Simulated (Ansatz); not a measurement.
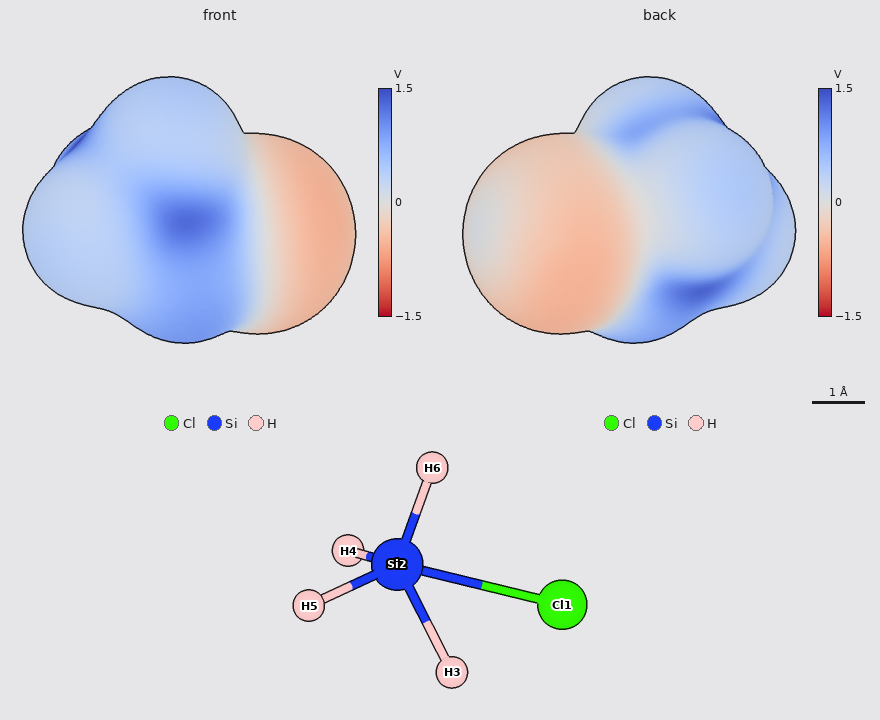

*ClH₄Si (doublet). The electrostatic potential painted on the density surface at 0.002 e/bohr³, seen from the front and from behind; red is negative and blue positive. The bare structure is drawn below in the same view.*

A transition-state structure; geometry: PBE0-D4/def2-TZVP.

These are results of UKS PBE0-D4/def2-TZVPP (Ansatz), not measurements.

```
atom    x (Å)    y (Å)    z (Å)
  Cl   0.2010  -1.5655  -1.3238
  Si   0.1078   0.2293   0.1653
   H  -1.2140  -0.5633  -0.2062
   H   0.6798   1.1984  -0.7896
   H  -0.8310   1.0654   1.0270
   H   1.0565  -0.3642   1.1273
```

### Which sites attract a positive test charge, and which a negative one?

A positive charge is drawn to the negative regions and a negative charge to the positive ones. The most negative region (about −0.5 V, or −12 kcal/mol for a unit charge) lies over Cl1, the most positive (about +1.4 V, or +32 kcal/mol for a unit charge) over Si2.
